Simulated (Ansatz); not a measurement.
```yaml
atoms:
  - { symbol: C, position_ang: [-1.6260, -0.6620, -0.4386] }
  - { symbol: Ga, position_ang: [-1.2860, -1.6715, -1.9656] }
  - { symbol: Si, position_ang: [-2.1914, 0.1244, 0.9290] }
  - { symbol: H, position_ang: [0.0893, -1.6663, -2.8246] }
```

Geometry: PBE0-D3(BJ)/def2-SVPD.

Computed with Ansatz 0.2.0, isolated molecule in a Gaussian basis; Kohn-Sham density functional theory, functional PBE0.

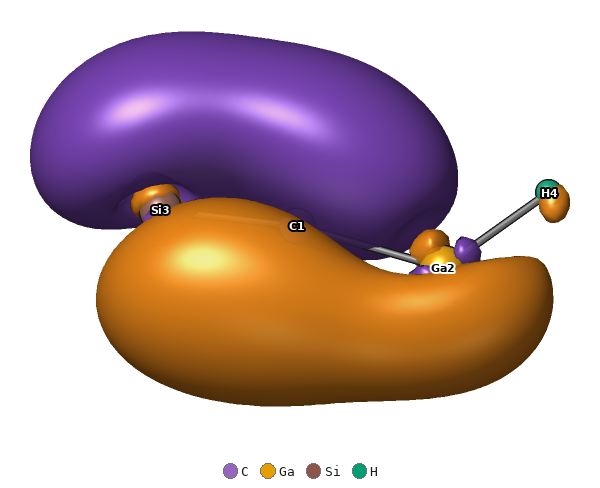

CHGaSi (charge −1, doublet). The HOMO (β) at ±0.06 Å⁻³ᐟ² (orange and purple are the two phases), seen at a tilt.

Describe this orbital and give its energy.

Answer. It lies mainly on C1 (about 50 %), Si3 (about 35 %) and Ga2 (about 15 %); it is symmetric in the molecular plane (an in-plane orbital: σ, lone-pair or in-plane π type). Its energy is −1.36 eV.
